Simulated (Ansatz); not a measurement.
**AsF3 (arsenic trifluoride) at 6 levels**

Wanted: a comparison of 6 runs (B3LYP/cc-pVDZ, BHLYP/cc-pVDZ, PBE-QIDH/cc-pVDZ, PBE/cc-pVDZ, B3LYP/6-31G*, CCSD(T)/cc-pVDZ) of AsF3 (arsenic trifluoride). 

The calculation is run with Ansatz 0.2.0.

33 further runs of the same task are left out: 3 that didn't finish, 30 set aside as unsound or not needed.

## Step 1: The system as given

AsF3 has 4 atoms, charge 0, and is taken as a singlet. SMILES: `F[As](F)F`. One bond was lengthened or shortened from a relaxed shape.

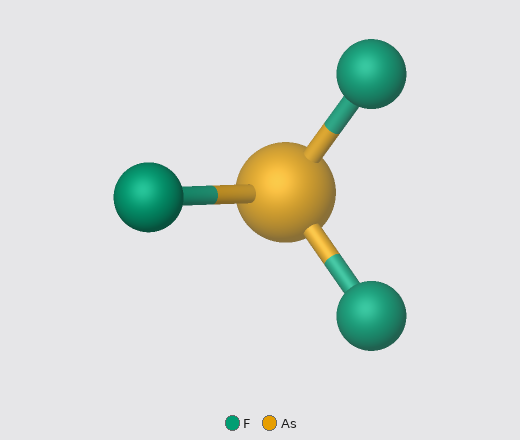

The structure, seen from a chosen angle (fluorine teal, arsenic amber).

## Step 2: A single-point energy at B3LYP/cc-pVDZ (run 1)

The input, run.yaml:

```yaml
crystal:
  periodic: [false, false, false]
  atoms:
    - {symbol: F, position_ang: [-0.443458, 0.523517, 1.585896]}
    - {symbol: As, position_ang: [-0.461950, -0.457240, -0.125630]}
    - {symbol: F, position_ang: [1.203970, -0.865930, -0.112740]}
    - {symbol: F, position_ang: [-0.296160, 0.927580, -1.124280]}
basis:
  gaussian:
    orbitals: cc-pVDZ
hamiltonian:
  xc: {name: B3LYP}
accuracy: high
output:
  orbitals: {seedname: orbitals}
```

Launch:

```
$ ansatz run run.yaml --threads 1 --pin off --max-ram 3480MiB --events-out events.jsonl --progress --plain --runs-dir runs
```

Output:

```text
Warning: RAYON_NUM_THREADS=1 ignored (pool sized by the plan → 1); use --threads N
Functional definition: B3LYP
  name "B3LYP"
  parameter a0 = 0.2
  parameter ax = 0.72
  parameter ac = 0.81
  exchange = (1 - a0 - ax)*slater_x + ax*b88_x + a0*exact_x
  correlation = (1 - ac)*vwn_rpa_c + ac*lyp_c
1400 factors; integrals over basis functions are off by at most 4.5e-9 eV
mean field evaluation 1: about -68987.9815 eV, gradient 5.7e1 eV
mean field evaluation 2: about -68960.0490 eV, gradient 1.4e2 eV
mean field evaluation 4: about -68993.4670 eV, gradient 8.0e0 eV
mean field evaluation 8: about -68993.6344 eV, gradient 1.6e-1 eV
mean field evaluation 16: about -68993.6345 eV, gradient 6.2e-6 eV
mean field -68993.63447391 eV, -2535.4693013510 hartree, gradient 4.2e-8 eV, S^2 0.000000; 0 other end points of the search recorded, 0 dependent functions left out
reference -68993.63449993 eV, -2535.4693023073 hartree; 30, 30 occupied and 39, 39 virtual orbitals, 1400 factors
Total energy: -68993.63449993 eV, -2535.4693023073 hartree
```

It took 4.2 s on 1 thread of Arm Neoverse V2, shared host; peak memory 0.2 GiB.

## Step 3: The energy at BHLYP/cc-pVDZ (run 2)

The input, in.yaml:

```yaml
crystal:
  periodic: [false, false, false]
  atoms:
    - {symbol: F, position_ang: [-0.443458, 0.523517, 1.585896]}
    - {symbol: As, position_ang: [-0.461950, -0.457240, -0.125630]}
    - {symbol: F, position_ang: [1.203970, -0.865930, -0.112740]}
    - {symbol: F, position_ang: [-0.296160, 0.927580, -1.124280]}
basis:
  gaussian:
    orbitals: cc-pVDZ
accuracy: high
output: {orbitals: {seedname: orbitals}}
hamiltonian:
  xc: {name: BHLYP}
```

Launch:

```
$ ansatz run in.yaml --threads 1 --pin off --max-ram 3480MiB --events-out events.jsonl --progress --plain --runs-dir runs
```

Output:

```text
Warning: RAYON_NUM_THREADS=1 ignored (pool sized by the plan → 1); use --threads N
Functional definition: BHLYP
  name "BHLYP"
  parameter a = 0.5
  exchange = (1 - a)*b88_x + a*exact_x
  correlation = lyp_c
1400 factors; integrals over basis functions are off by at most 4.5e-9 eV
mean field evaluation 1: about -68983.9880 eV, gradient 5.2e1 eV
mean field evaluation 2: about -68979.1823 eV, gradient 7.7e1 eV
mean field evaluation 4: about -68988.7790 eV, gradient 3.2e0 eV
mean field evaluation 8: about -68988.9699 eV, gradient 2.1e-1 eV
mean field evaluation 16: about -68988.9700 eV, gradient 5.3e-5 eV
mean field -68988.97003347 eV, -2535.2978863265 hartree, gradient 2.5e-8 eV, S^2 0.000000; 0 other end points of the search recorded, 0 dependent functions left out
reference -68988.97005112 eV, -2535.2978869754 hartree; 30, 30 occupied and 39, 39 virtual orbitals, 1400 factors
Total energy: -68988.97005112 eV, -2535.2978869754 hartree
```

It took 4.8 s on 1 thread of Arm Neoverse V2, shared host; peak memory 0.2 GiB.

Runs 3 to 5 aren't shown in full; the table further down has their settings and results.

## Step 4: The energy at CCSD(T)/cc-pVDZ (run 6)

in.yaml, as its differences from that of step 3:

```diff
@@ -8,7 +8,6 @@
 basis:
-  gaussian:
-    orbitals: cc-pVDZ
+  gaussian: {orbitals: cc-pVDZ}
+magnetization: {spin_polarized: false, initial_magnetization: 0}
+correlation: {method: ccsd_t, frozen_orbitals: {As: 9, F: 1}}
 accuracy: high
-output: {orbitals: {seedname: orbitals}}
-hamiltonian:
-  xc: {name: BHLYP}
+scf: {omitted_lower_state_checks: [cluster_reference, increment]}
```

Launch:

```
$ ansatz run in.yaml --threads 1 --pin off --max-ram 3480MiB --events-out events.jsonl --progress --plain --runs-dir runs
```

Output, cut to the lines that bear on the results:

```text
Warning: RAYON_NUM_THREADS=1 ignored (pool sized by the plan → 1); use --threads N
Functional definition: HF
  name "HF"
[...]
1400 factors; integrals over basis functions are off by at most 4.5e-9 eV
[...]
mean field -68913.56831816 eV, -2532.5269243981 hartree, gradient 4.2e-8 eV, S^2 0.000000; 0 other end points of the search recorded, 0 dependent functions left out
12 core orbitals not correlated: weight in the atoms' cores, before any rotation towards them, 1.000 or more for the frozen orbitals, at most 0.000 for the correlated occupied ones
reference -68913.56831816 eV, -2532.5269243981 hartree; 18, 18 occupied and 39, 39 virtual orbitals, 1400 factors
second order -18.85823907 eV of doubles, -0.00000000 eV of singles
cycle   1  -18.43412589 eV  change    4.2e-1 eV  update   1.2e-1
[...]
cycle  23  -19.03607060 eV  change   -1.3e-9 eV  update  9.5e-10
perturbative correction -0.42142864 eV, -0.0154872169 hartree
Total energy: -68933.02581740 eV, -2533.2419743064 hartree
Checks for a lower state left out: cluster_reference, increment
```

Wall time 9.3 s (1 thread of Arm Neoverse V2, shared host); peak memory 0.27 GiB.

## Step 5: All runs side by side

```
run                               level  frozen core orbitals  Cartesian functions   energy (Eh)  HOMO energy (eV)  LUMO energy (eV)  HOMO–LUMO gap (eV)  wall time
  1                       B3LYP/cc-pVDZ                     –                   no  -2535.469302             -9.45             -1.98                7.48      4.2 s
  2                       BHLYP/cc-pVDZ                     –                   no  -2535.297887            -11.26             -0.89               10.38      4.8 s
  3                    PBE-QIDH/cc-pVDZ                    12                   no  -2534.396905            -12.30             -0.03               12.27      6.9 s
  4                         PBE/cc-pVDZ                     –                   no  -2534.824942             -7.96             -2.52                5.44      3.6 s
  5  B3LYP/6-31G* (Cartesian functions)                     –                  yes  -2535.198013             -9.39             -1.92                7.48      4.5 s
  6                     CCSD(T)/cc-pVDZ                    12                   no  -2533.241974                 –                 –                   –      9.3 s
```

## Step 6: Summary of results

```
                                           quantity           value
                                run 6: total energy  -2533.24197 Eh
run 6: correlation energy (12 core orbitals frozen)      -715.0 mEh
                              run 6: (T) correction      -15.49 mEh
                               run 6: T1 diagnostic           0.015
```

In words: Over runs 1, 2, 3, 4, 5 the HOMO–LUMO gap runs from 5.44 eV (PBE/cc-pVDZ) to 12.27 eV (PBE-QIDH/cc-pVDZ). A double hybrid's value is that of its SCF part. Totals of different functionals can't be ranked against each other. All runs together took 33 s, the longest 9.3 s.
